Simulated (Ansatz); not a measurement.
**H₅Si₃ (charge +1): density, localisation and related maps**

Input

```
crystal:
  periodic: [false, false, false]
  atoms:
    - symbol: Si
      position_ang: [-1.980190, -1.313898, 2.334917]
    - symbol: Si
      position_ang: [-0.000359, -0.358876, 2.147925]
    - symbol: Si
      position_ang: [0.970636, -1.173624, 0.342344]
    - symbol: H
      position_ang: [-2.955478, -1.043879, 3.417795]
    - symbol: H
      position_ang: [-2.367791, -2.302349, 1.299257]
    - symbol: H
      position_ang: [0.573982, 0.647278, 3.069524]
    - symbol: H
      position_ang: [0.220161, -2.179920, -0.447665]
    - symbol: H
      position_ang: [2.318166, -0.793131, -0.143439]
basis:
  gaussian:
    orbitals: def2-TZVPD
total_charge: 1
hamiltonian:
  xc: pbe0
output: {forces: true, orbitals: {seedname: orbitals}}
```

Launched as:

```sh
ansatz run input.yaml --threads 1 --pin off --max-ram 2610MiB --events-out events.jsonl --progress --plain --runs-dir runs
```

Geometry: r2SCAN-D4/def2-SVP.

These are results of isolated molecule in a Gaussian basis; Kohn-Sham density functional theory, functional PBE0 in Ansatz, not measurements.

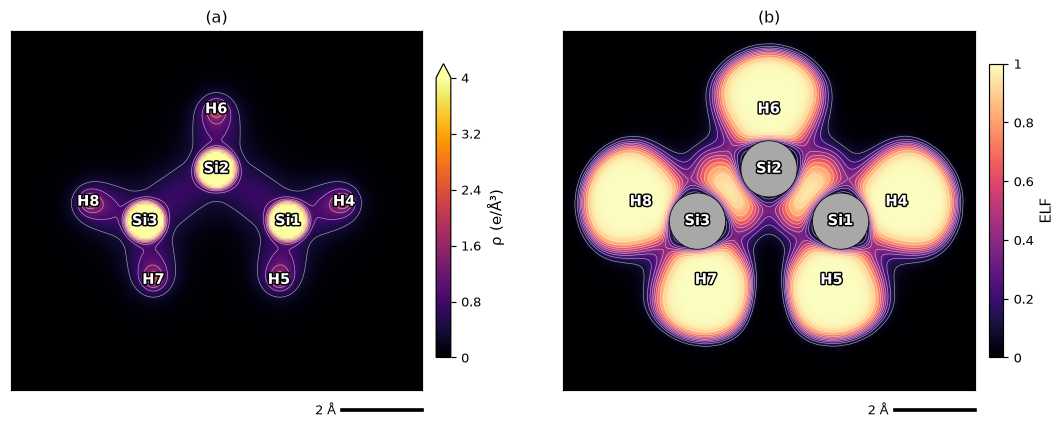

Figure 1. (a) total electron density; (b) electron localisation function on the molecular plane. Grey discs cover the atomic cores in the ELF map.

Q: Interpret the plot.

A: The plane passes through Si and H nuclei. Si–Si (2.21 Å): ρ is about 0.7 e/Å³ halfway; the ELF peaks at about 0.95 between the atoms: a covalent bond. Si–H (1.48 Å): ρ is about 0.83 e/Å³ halfway; the ELF climbs to about 1 towards the hydrogen, as it does in any bond to H.

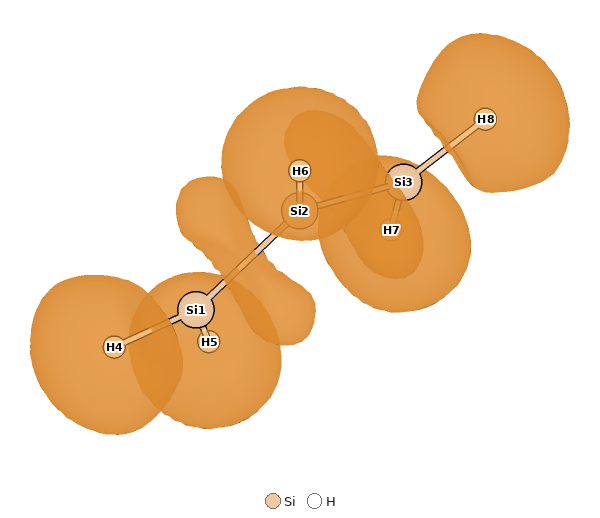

Figure 2. Isosurface of the ELF at 0.85 (orange), seen at an oblique angle. Only the valence region is drawn (cores and ρ < 0.01 e/Å³ removed).

Q: Describe the localisation domains.

A: The ELF exceeds this value in two regions between bonded Si–Si atoms (shared pairs) and five regions around hydrogen nuclei.

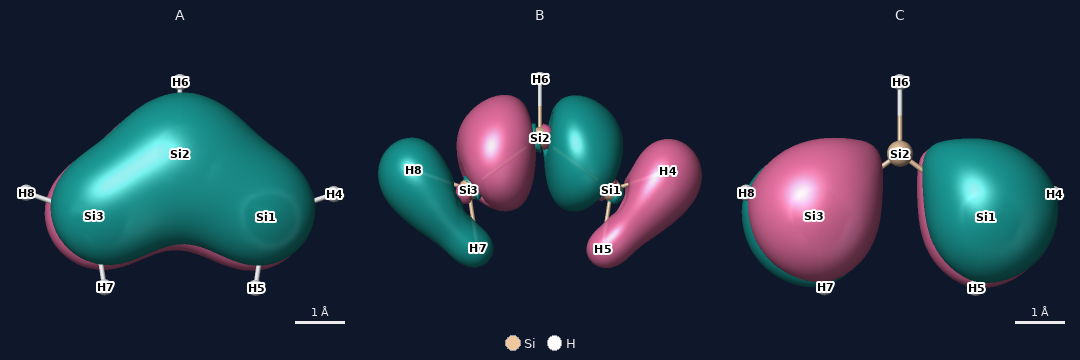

Figure 3. Three frontier orbitals at ±0.08 Å⁻³ᐟ² (teal and pink are the two phases), in no order.

Q: Order the three orbitals by energy and name them.

A: B is the HOMO−1 (−13.97 eV). It lies mainly on Si2 (about 30 %), Si1 (about 25 %), Si3 (about 25 %), H4 (about 5 %) and H8 (about 5 %); it is symmetric in the molecular plane (an in-plane orbital: σ, lone-pair or in-plane π type). A is the HOMO (−11.58 eV). It lies mainly on Si2 (about 45 %), Si1 (about 25 %) and Si3 (about 25 %); it changes sign across the molecular plane (π type); π-bonding across Si1–Si2 and Si2–Si3. C is the LUMO (−8.42 eV). It lies mainly on Si1 (about 40 %) and Si3 (about 40 %); it changes sign across the molecular plane (π type).

Q: What is the HOMO–LUMO gap?

A: 3.16 eV between the orbital energies.
